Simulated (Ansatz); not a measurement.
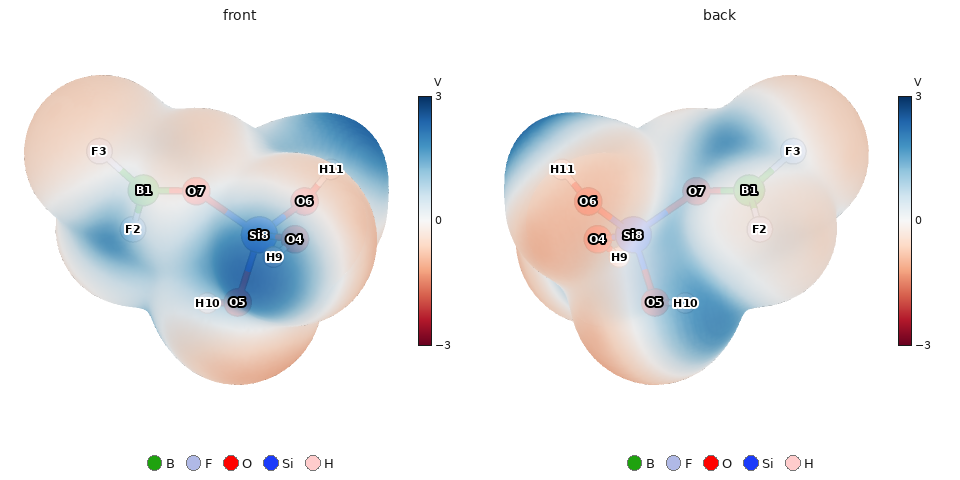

The picture shows: BF2H3O4Si (SMILES O[Si](O)(O)OB(F)F). The electrostatic potential painted on the density surface at 0.001 e/bohr³, seen from the front and from behind; red is negative and blue positive.

Geometry: PBE0-D4/def2-SVP.

Theory: Ansatz, isolated molecule in a Gaussian basis; Kohn-Sham density functional theory, functional PBE0.

```
atom    x (Å)    y (Å)    z (Å)
   B  -0.4011   1.3765  -1.3256
   F  -0.0823   2.3505  -0.4682
   F  -0.8000   1.7427  -2.5270
   O   0.7075  -2.1169   0.1688
   O   1.2545   0.3234   1.1910
   O  -1.2059  -0.7606   1.4206
   O  -0.3120   0.0890  -0.9817
  Si   0.1245  -0.6226   0.4803
   H   1.4818  -2.1950  -0.3948
   H   1.0791   1.2705   1.1934
   H  -1.7808  -1.5148   1.2638
```

Which sites attract a positive test charge, and which a negative one?

Answer. A positive charge is drawn to the negative regions and a negative charge to the positive ones. The most negative region (about −1.0 V) lies over O5 and O6, the most positive (about +2.3 V) over H9 and H11.

What dipole moment does the calculation give?

Answer. Its dipole moment is 1.03 D.
